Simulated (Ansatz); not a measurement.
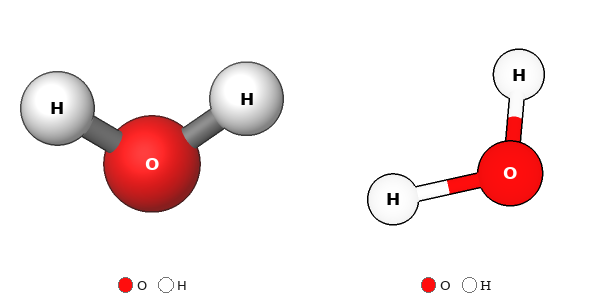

Both panels show the same species.

The computed structure is the end point of a PBE0-D4/def2-TZVP optimisation.

Describe the molecule.

Formula H₂O. The point group is C2v. Coordination: 1 O bent.

More results for the same structure follow; atom numbers are the same in all pictures, views and colours differ.

### Dipole moment

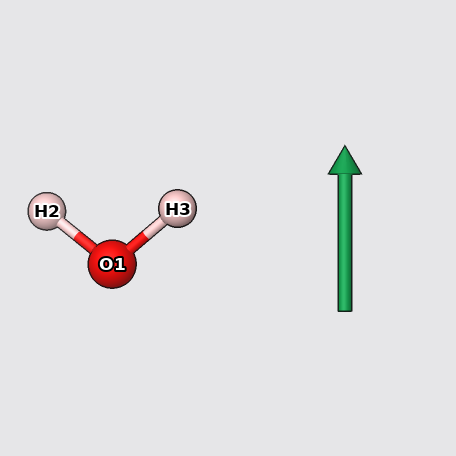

The arrow beside the molecule shows the direction of the dipole moment, from the negative to the positive end (its length means nothing). Properties computed with RKS PBE0-D4/def2-TZVP (Ansatz 0.2.0).

> How large is the dipole moment?

2.07 D; it points from the side of O1 to the side of H2, H3 (the outermost atoms at the two ends).

### Electronic properties

Level of theory: CCSD(T)/CBS estimate, frozen core: CCSD(T) correlation extrapolated from def2-TZVPP and def2-QZVPP (Ansatz 0.2.0).

> Estimate the T1 diagnostic.

0.008.

### Charges

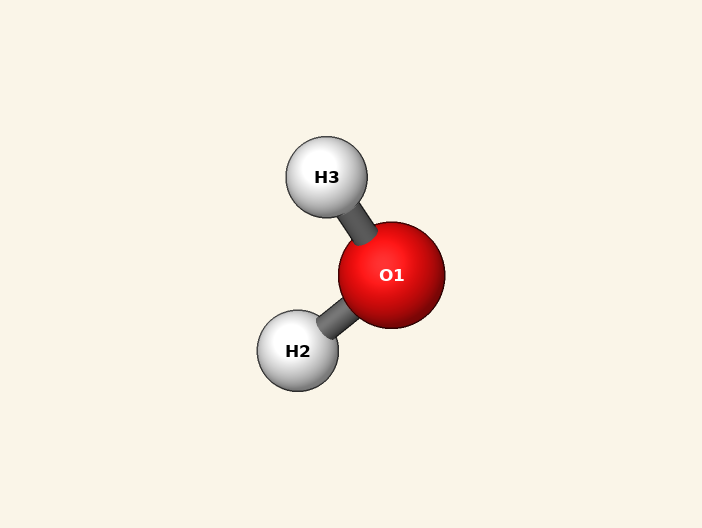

The questions are on Mulliken charges. Level of theory: RKS PBE0-D4/def2-TZVP (Ansatz 0.2.0).

Give the Mulliken charges atom by atom.

```tsv
atom	value (e)
O1	−0.65
H2	0.32
H3	0.32
```

Mulliken values depend strongly on the basis set and can even reverse the polarity of a bond.
